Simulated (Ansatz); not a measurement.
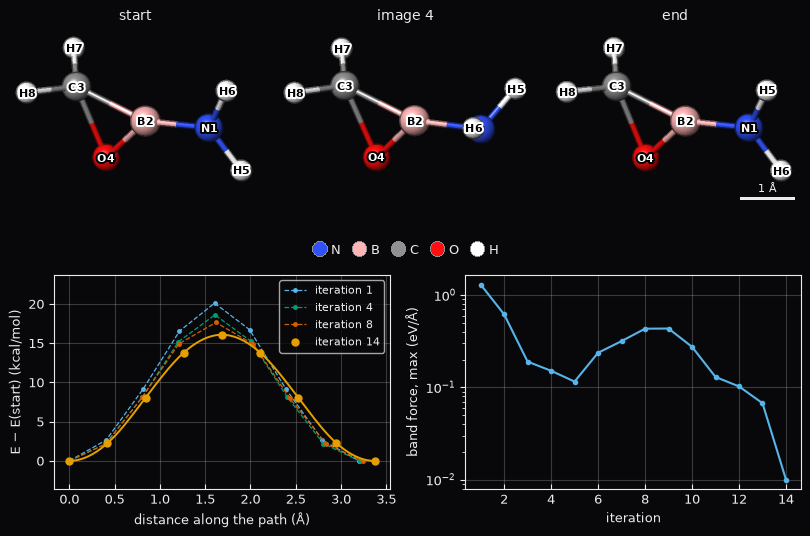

A nudged-elastic-band calculation for CH$_{4}$BNO. Images are numbered from 0 (start) to 8 (end). The plot follows the band through its iterations. Style: ball-and-stick. Shown at a tilt.

Level of theory: RKS B3LYP-D4/6-31G* in Ansatz.

The input:
```yaml
crystal:
  periodic: [false, false, false]
  atoms:
    - { symbol: "N", position_ang: [-0.878418, 1.213331, -0.283839] }
    - { symbol: B, position_ang: [-0.09231, 0.070756, -0.189958] }
    - { symbol: C, position_ang: [0.768946, -0.978718, 0.484388] }
    - { symbol: O, position_ang: [0.381224, -0.917816, -0.983445] }
    - { symbol: H, position_ang: [-1.289644, 1.520523, -1.154297] }
    - { symbol: H, position_ang: [-1.085063, 1.802427, 0.50783] }
    - { symbol: H, position_ang: [0.353068, -1.85318, 0.985656] }
    - { symbol: H, position_ang: [1.842207, -0.857313, 0.633655] }
basis:
  gaussian: { orbitals: "6-31G*" }
hamiltonian:
  xc: b3lyp
  dispersion: d4
neb:
  order_check: false
  images: 7
  f_tol: 0.03
  max_iterations: 53
  initial_path: idpp
  final_atoms:
    - { symbol: "N", position_ang: [-0.87822668, 1.21331642, -0.28382483] }
    - { symbol: B, position_ang: [-0.09232913, 0.07061467, -0.19057848] }
    - { symbol: C, position_ang: [0.76888319, -0.97863483, 0.48457544] }
    - { symbol: O, position_ang: [0.3816661, -0.91827293, -0.98338828] }
    - { symbol: H, position_ang: [-1.08533196, 1.8022602, 0.50784317] }
    - { symbol: H, position_ang: [-1.2898984, 1.52141775, -1.15379462] }
    - { symbol: H, position_ang: [0.3530301, -1.85337223, 0.98547582] }
    - { symbol: H, position_ang: [1.84221677, -0.85731906, 0.63368178] }
```

Run as
```bash
ansatz run input.yaml --threads 1 --pin off --max-ram 2048MiB --backend cpu --events-out ev --progress --plain --runs-dir out
```

> Judge this run.

The result is final at these settings. The band converged in 14 iterations. The largest component of the band force went from 1.3 to 0.01 eV/Å. The climbing image converged on the top of the path. Its vibrational analysis gives one imaginary mode (441i cm⁻¹), as a transition state must have. The first iteration put the highest image at 20.1 kcal/mol. The two ends have the same energy, and the highest point, image 4, lies 16.1 kcal/mol above the start.

Cost: 5.4 min on 1 thread of Intel(R) Xeon(R) Processor @ 2.70GHz, with other jobs on the host, peak memory 0.14 GiB.
